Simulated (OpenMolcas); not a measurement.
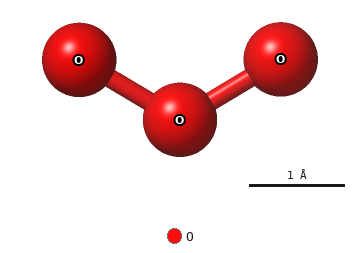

Fig. 1: The structure (ball-and-stick view, seen on its broad side). Bond lengths as drawn: O–O 1.24 Å.

## Run report: O$_{3}$ (charge +1), single-point calculation

The run: single-point calculation of O$_{3}$, charge +1, multiplicity 2. Method and program: M06-2X/STO-3G, UKS (OpenMolcas 26.06).

The geometry is that of the parent species in another charge or spin state. The geometry comes from this level: PBE0-D4/def2-TZVP.

**Input file**
```
* O3 Kohn-Sham DFT
&GATEWAY
BasLib
$CurrDir
Coord
3
angstrom
O        0.848700      -0.535900       0.409500
O       -0.228900      -0.317600      -0.159400
O       -0.619800       0.853500      -0.250100
Basis
STO-3G
Group
NoSym
&SEWARD
GridInput
Grid=UltraFine
End of Grid
&SCF
UHF
Charge
1
Spin
2
KSDFT
M062X
Thresholds
1e-10 1e-07 1e-07 1e-05
PrOrbitals
1 1
```

Hardware: 1 thread of Arm Neoverse V2, 24 GiB of memory available, shared host.

Launch command:
```bash
export MOLCAS_MEM=1860
pymolcas calc.input > calc.log
```

**Log**
```
--- Start Module: gateway ---

                                              &GATEWAY

                       available to each process: 1.9 GB of memory, 1 thread

 Basis Set     1 Label: O.STO-3G
 Basis set is read from library:.
 basistype.tbl is not found

++    Symmetry information:
      ---------------------

                    Character Table for C1

                             E
                    a        1  x, y, xy, Rz, z, xz, Ry, yz, Rx, I
--

++    Basis set information:
      ----------------------

      Basis set label: O.STO-3G.........

      Electronic valence basis set:
      ------------------
      Associated Effective Charge   8.000000 au
      Associated Actual Charge      8.000000 au
      Nuclear Model: Point charge

      Shell  nPrim  nBasis  Cartesian Spherical Contaminant
         s       6       2        X
         p       3       1        X
--

++    Molecular structure info:
      -------------------------

                    ************************************************
                    **** Cartesian Coordinates / bohr, angstrom ****
                    ************************************************

     Center  Label                x              y              z                     x              y              z
        1      O1               1.603811      -1.012704       0.773843              0.848700      -0.535900       0.409500
        2      O2              -0.432558      -0.600177      -0.301222             -0.228900      -0.317600      -0.159400
        3      O3              -1.171252       1.612881      -0.472621             -0.619800       0.853500      -0.250100

                    ***************************************
                    *    InterNuclear Distances / bohr    *
                    ***************************************

               1 O1            2 O2            3 O3
    1 O1       0.000000
    2 O2       2.339389        0.000000
    3 O3       4.018500        2.339374        0.000000

                    *******************************************
                    *    InterNuclear Distances / angstrom    *
                    *******************************************

               1 O1            2 O2            3 O3
    1 O1       0.000000
    2 O2       1.237951        0.000000
    3 O3       2.126499        1.237944        0.000000

                    **************************************
                    *    Valence Bond Angles / degree    *
                    **************************************
                          Atom centers                 Phi
                      1 O1       2 O2       3 O3       118.38
--

            Nuclear Potential Energy             70.64164831 au

--- Stop Module: gateway /rc=_RC_ALL_IS_WELL_ ---

--- Start Module: seward ---

                                              &SEWARD

                       available to each process: 1.9 GB of memory, 1 thread

               SEWARD will generate:
                  Multipole Moment integrals up to order  2
                  Kinetic Energy integrals
                  Nuclear Attraction integrals (point charge)
                  One-Electron Hamiltonian integrals
                  Velocity integrals
                  Orbital angular momentum around ( -0.0000  -0.0000   0.0000 )
                  Velocity quadrupole around ( -0.0000  -0.0000   0.0000 )
                  Two-Electron Repulsion integrals

                   Integrals are discarded if absolute value <: 1.00E-14
                   Integral cutoff threshold is set to       <: 1.00E-16

            Nuclear Potential Energy             70.64164831 au

      Basis set specifications :
      Symmetry species         a
      Basis functions           15

--- Stop Module: seward /rc=_RC_ALL_IS_WELL_ ---

--- Start Module: scf ---

                                                &SCF

                       available to each process: 1.9 GB of memory, 1 thread

++    Input section:
      --------------

      Header of the integral files:

      Cartesian coordinates in angstrom:
      -----------------------------------------------------
      No.  Label        X            Y            Z
      -----------------------------------------------------
       1   O1         0.84870000  -0.53590000   0.40950000
       2   O2        -0.22890000  -0.31760000  -0.15940000
       3   O3        -0.61980000   0.85350000  -0.25010000
      -----------------------------------------------------
      Nuclear repulsion energy =   70.64164831
--

++    Orbital specifications:
      -----------------------

      Symmetry species               1
                                     a
      Frozen orbitals                0
      Start temperature = 0.500
      End temperature   = 0.010
      Temperature Factor= 0.460
      Deleted orbitals               0
      Total number of orbitals      15
      Number of basis functions     15
--

      Molecular charge                           1.000

      Numerical integration parameters
      --------------------------------
      Radial quadrature type:                         MHL
      Size of radial grid:                            99
      Lebedev angular grid:                           41
      Angular grid pruned with the crowding factor:  1.00E+10
                                 and fading factor:  1.00E+01
      Screening threshold for integral computation:   1.00E-11
      Radial quadrature accuracy:                     1.00E-25
      Maximum batch size:                             128
      AO values are stored on disk
      The same grid will be used for all iterations.

      DFT functional specifications
      -----------------------------
      Using Libxc version: 6.2.2
      Please cite the following reference:
      S. Lehtola, C. Steigemann, M. J.T. Oliveira, and M. A.L. Marques.,  SoftwareX 7, 1–5 (2018) doi:10.1016/j.softx.2017.11.002

      * Minnesota M06-2X hybrid exchange functional
        - Y. Zhao and D. G. Truhlar.,  Theor. Chem. Acc. 120, 215 (2008) doi:10.1007/s00214-007-0310-x
      * Minnesota M06-2X correlation functional
        - Y. Zhao and D. G. Truhlar.,  Theor. Chem. Acc. 120, 215 (2008) doi:10.1007/s00214-007-0310-x

++    Optimization specifications:
      ----------------------------

      SCF Algorithm: Conventional USCF
      D(i)-D(i-1) density differences are used
      Number of density matrices in core                 5
      Maximum number of NDDO SCF iterations            400
      Maximum number of HF SCF iterations              400
      Threshold for SCF energy change             1.00E-10
      Threshold for density matrix                1.00E-07
      Threshold for Fock matrix                   1.00E-07
      Threshold for linear dependence             1.00E-09
      Threshold at which DIIS is turned on        1.50E-01
      Maximum depth in the DIIS procedure                5
      Maximum depth in the BFGS Hessian update          30
      Threshold at which QNR/C2DIIS is turned on  7.50E-02
      Threshold for Norm(delta) (QNR/C2DIIS)      1.00E-05
      All orbitals punched on: UHFORB
--

      Input vectors read from INPORB
      Orbital file label: *Guess orbitals

++ Convergence information
                               UHF M062X      iterations: Energy and convergence statistics

Iter     Tot. M062X      One-elec.       Two-elec.     Energy      Max Dij or  Max Fij      DNorm      TNorm      AccCon     Time
         Energy          Energy          Energy        Change      Delta Norm                                                in Sec.
   1  -219.404794470  -447.881333722   157.834890940   0.00E+00    6.82E-02*   1.91E-01*    7.44E+00   5.43E+01   None         0.
   2  -220.826261745  -447.556634561   156.088724505  -1.42E+00*   1.95E-02*   1.35E-02*    2.95E+00   5.40E+01   EDIIS        0.
   3  -221.584329233  -447.037881256   154.811903712  -7.58E-01*   5.33E-02*   2.22E-02*    1.82E+00   5.37E+01   EDIIS        0.
   4  -221.779407956  -447.066364888   154.645308620  -1.95E-01*   1.81E-02*   7.10E-03*    9.65E-01   5.37E+01   EDIIS        0.
   5  -221.894472425  -446.935357235   154.399236499  -1.15E-01*   7.33E-02*   3.07E-02*    1.06E+00   5.37E+01   EDIIS        0.
   6  -221.934112193  -447.176530594   154.600770090  -3.96E-02*   1.00E-01*   2.91E-02*    5.92E-01   5.37E+01   EDIIS        0.
   7  -221.931848001  -446.856563507   154.283067194   2.26E-03*   2.26E-02*   1.64E-02*    2.80E-01   5.37E+01   EDIIS        0.

       Fermi aufbau procedure completed!
      nOcc(alpha)=   12
      nOcc(beta) =   11

   8  -221.937594834  -447.034081547   154.454838401  -5.75E-03*   8.52E-03*   3.13E-03*    6.76E-02   5.37E+01   c2DIIS       0.
   9  -221.937665255  -447.044705468   154.465391901  -7.04E-05*   6.50E-03*   1.16E-03*    2.60E-02   5.37E+01   QNRc2DIIS    0.
  10  -221.937674710  -447.048631818   154.469308797  -9.45E-06*   9.24E-03*   7.49E-04*    1.16E-02   5.37E+01   QNRc2DIIS    0.
  11  -221.937676301  -447.044800335   154.465475722  -1.59E-06*   4.20E-03*   5.60E-04*    1.52E-02   5.37E+01   QNRc2DIIS    0.
  12  -221.937676811  -447.045886099   154.466560976  -5.10E-07*   2.42E-03*   7.98E-04*    6.16E-03   5.37E+01   QNRc2DIIS    0.
  13  -221.937678700  -447.046792653   154.467465642  -1.89E-06*   1.05E-03*   1.03E-04*    3.44E-03   5.37E+01   QNRc2DIIS    0.
  14  -221.937678783  -447.046837660   154.467510565  -8.31E-08*   1.64E-04*   1.22E-05*    1.53E-03   5.37E+01   QNRc2DIIS    0.
  15  -221.937678786  -447.046848089   154.467520991  -3.31E-09*   1.00E-04*   1.61E-05*    2.34E-04   5.37E+01   QNRc2DIIS    0.
  16  -221.937678789  -447.046832551   154.467505450  -2.23E-09*   9.14E-05*   1.73E-05*    1.38E-04   5.37E+01   QNRc2DIIS    0.
  17  -221.937678791  -447.046834358   154.467507255  -2.36E-09*   6.79E-04*   2.06E-05*    1.25E-04   5.37E+01   QNRc2DIIS    0.
  18  -221.937678782  -447.046835826   154.467508732   9.16E-09*   3.13E-05*   2.25E-06*    9.32E-04   5.37E+01   QNRc2DIIS    0.
  19  -221.937678782  -447.046844328   154.467517234  -5.60E-11    2.14E-05*   3.79E-06*    4.45E-05   5.37E+01   QNRc2DIIS    0.
  20  -221.937678782  -447.046831190   154.467504096  -4.78E-11    1.46E-05*   2.46E-06*    3.30E-05   5.37E+01   QNRc2DIIS    0.
  21  -221.937678782  -447.046837627   154.467510534  -5.78E-11    1.50E-04*   3.40E-06*    2.14E-05   5.37E+01   QNRc2DIIS    0.
  22  -221.937678782  -447.046837230   154.467510136   3.01E-10*   7.26E-06    7.17E-07*    2.14E-04   5.37E+01   QNRc2DIIS    0.
  23  -221.937678782  -447.046837422   154.467510329  -4.09E-12    7.71E-07    8.37E-08     1.12E-05   5.37E+01   QNRc2DIIS    0.

       Convergence after  23 Iterations
--

 *****************************************************************************************************************************
 *                                             SCF/KS-DFT Program, Final results                                             *
 *                                                       Final Results                                                       *
 *****************************************************************************************************************************

::    Total KS-DFT energy                            -221.9376787818
      One-electron energy                            -447.0468374221
      Two-electron energy                             154.4675103288
      Nuclear repulsion energy                         70.6416483116
      Kinetic energy (interpolated)                   216.3771358118
      Virial theorem                                    1.0256983851
      Total spin, S(S+1)                                0.7596226616
      Total spin, S                                     0.5047998117
      Max non-diagonal density matrix element           0.0000004543
      Max non-diagonal Fock matrix element              0.0000000515

      All orbitals with orbital energies smaller than  E(LUMO)+0.5 are printed

++    Molecular orbitals:
      -------------------

      Title: UKS-DFT orbitals (alpha)

      Molecular orbitals for symmetry species 1: a

          Orbital            1         2         3         4         5         6         7         8         9        10
          Energy          -20.2963  -20.0725  -20.0724   -1.9267   -1.6262   -1.2508   -1.0431   -1.0379   -1.0240   -0.7840
          Occ. No.          1.0000    1.0000    1.0000    1.0000    1.0000    1.0000    1.0000    1.0000    1.0000    1.0000

          Orbital           11        12        13        14        15
          Energy           -0.7686   -0.7493   -0.4567   -0.1453   -0.0385
          Occ. No.          1.0000    1.0000    0.0000    0.0000    0.0000

--

      All orbitals with orbital energies smaller than  E(LUMO)+0.5 are printed

++    Molecular orbitals:
      -------------------

      Title: UKS-DFT orbitals (beta)

      Molecular orbitals for symmetry species 1: a

          Orbital            1         2         3         4         5         6         7         8         9        10
          Energy          -20.2938  -20.0690  -20.0689   -1.9125   -1.5994   -1.2038   -1.0357   -1.0018   -0.9842   -0.7275
          Occ. No.          1.0000    1.0000    1.0000    1.0000    1.0000    1.0000    1.0000    1.0000    1.0000    1.0000

          Orbital           11        12        13        14        15
          Energy           -0.6908   -0.4897   -0.4410   -0.1300   -0.0020
          Occ. No.          1.0000    0.0000    0.0000    0.0000    0.0000

--

++    Molecular charges:
      ------------------

      Mulliken charges per centre and basis function type
      ---------------------------------------------------

                            O1                      O2                      O3
                     alpha        beta       alpha        beta       alpha        beta
      1s           1.9700      1.9696      1.8997      1.8733      1.9700      1.9696
      2px          0.5117      0.4236      0.6344      0.6159      0.8370      0.6707
      2pz          0.6342      0.5761      0.6686      0.6679      0.7360      0.6534
      2py          0.9476      0.6475      0.6702      0.6092      0.5205      0.3232
      Total        4.0635      3.6168      3.8730      3.7663      4.0635      3.6168
      Total              7.6803                  7.6393                  7.6803

      Charge            0.3197                  0.3607                  0.3197

      Total electronic charge=   23.000000

      Total            charge=    1.000000
--

++    Molecular orbitals:
      -------------------

      Title: Natural orbitals

      Molecular orbitals for symmetry species 1: a

          Orbital            1         2         3         4         5         6         7         8         9        10
          Energy          -20.2950  -20.0708  -20.0704   -1.7996   -1.6026   -1.1762   -0.9698   -0.7384   -1.1911   -1.0394
          Occ. No.          2.0000    2.0000    2.0000    2.0000    2.0000    2.0000    2.0000    2.0000    1.9999    1.9998

          Orbital           11        12        13        14        15
          Energy           -0.7802   -0.6292   -0.0220   -0.4489   -0.1377
          Occ. No.          1.9955    1.0000    0.0045    0.0002    0.0001

--

++    Molecular properties:
      ---------------------

      Charge (e):
                      =    1.0000
      Dipole Moment (debye):
      Origin of the operator (angstrom)=   -0.0000   -0.0000    0.0000
                   X= -2.6297E-02               Y= -3.6475E-02               Z= -1.8311E-02           Total=  4.8551E-02
      Center of Charge (angstrom)
                     X=   -0.00547487               Y=   -0.00759380               Z=   -0.00381228
      Quadrupole Moment (debye*angstrom):
      Origin of the operator (angstrom)=   -0.0000   -0.0000    0.0000
                  XX= -1.1231E+01              XY= -8.0690E-01              XZ=  3.2218E-01              YY= -1.1355E+01
                  YZ= -3.7785E-01              ZZ= -1.1836E+01
      In traceless form (debye*angstrom)
                  XX=  3.6457E-01              XY= -1.2103E+00              XZ=  4.8327E-01              YY=  1.7840E-01
                  YZ= -5.6677E-01              ZZ= -5.4298E-01
--

--- Stop Module: scf /rc=_RC_ALL_IS_WELL_ ---
--- Module scf spent 6 seconds ---

.##################.
.# Happy landing! #.
.##################.

    Timing: Wall=6.85 User=5.83 System=1.00
```

**Results in brief**

| quantity | value |
| --- | --- |
| outcome | converged |
| total energy | −221.937679 hartree |
| basis functions | 15 |
| ⟨S²⟩ | 0.760 |
| wall time | 7.2 s |
| peak memory | 0.36 GiB |
